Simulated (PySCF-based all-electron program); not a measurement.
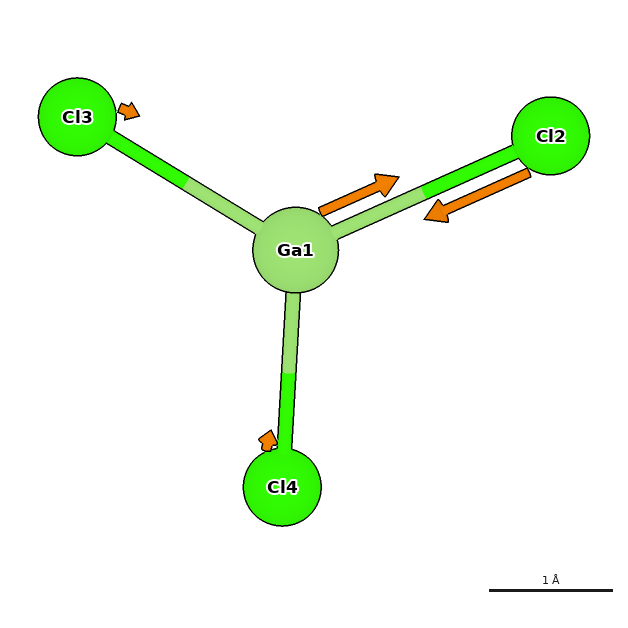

Arrows show the forces on the atoms, 0.4 Å of arrow for 1 eV/Å; forces under a tenth of the largest aren't drawn. Level of theory: HSE06, all-electron, scalar-relativistic (Koelling-Harmon), large uncontracted Gaussian sets (PySCF-based all-electron program).

### On which atom is the force largest, and how large is it?

On Cl2: 2.43 eV/Å.

### Along which bond is the force strongest?

Ga1–Cl2, now 2.336 Å: the forces pull its atoms together, so a first step downhill shortens it.

List the force components in the frame of the picture (x right, y up, z towards the viewer), in eV/Å.

| atom | Fx | Fy | Fz |
| --- | --- | --- | --- |
| Ga1 | 1.62 | 0.73 | 0.41 |
| Cl2 | −2.16 | −0.97 | −0.54 |
| Cl3 | 0.43 | −0.18 | −0.06 |
| Cl4 | 0.10 | 0.42 | 0.19 |
